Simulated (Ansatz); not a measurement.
Electronic density of states of amorphous Ta16O43Al2, density 6.86 g/cm³, on a 2×2×2 Γ-centred mesh with a Gaussian width of 0.1 eV; energies count from the Fermi level, whose place inside the gap is arbitrary. Cell and mesh are small, so fine structure isn't converged. Computed with PBE, scalar-relativistic without spin-orbit coupling (plane waves to 420 eV, PAW; Ansatz, a quantum-chemistry and plane-wave program). Sampling: a 2×2×2 Γ-centred mesh; Fermi-Dirac width 0.02 eV; no spin polarisation. At PBE the levels at the filled edge of the gap are localised (band-tail or defect states).

It comes from a melt-quench run on a machine-learned potential (CHGNet), relaxed afterwards by DFT. O atoms were pushed apart under 1.9 Å during the dynamics, to hinder bonds among them. The hot cell started wider than the set density and was brought back towards it in steps. It is the lowest in DFT energy of 2 quenches. It is a model cell: composition and starting density were chosen by hand, and all elements were melted together. No dispersion term was used. Its density started from a set value of 7.12 and ended at 6.86 g/cm³. Cooling (nominally 240 K/ps over its main leg) ran many orders faster than in experiment, which tends to leave more defects and strain. Values belong to this one cell and scatter from quench to quench. The volume was free in the relaxation, at fixed shape. Stress components on the final sampling reach 1.7 GPa.

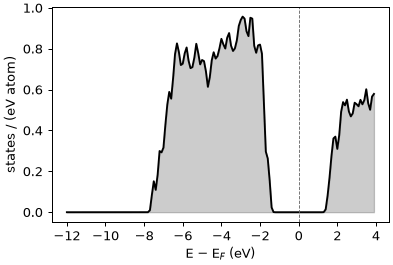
*Density of states per atom*

The level gap on this mesh is 3.07 eV; the broadening fills part of it in the curve.
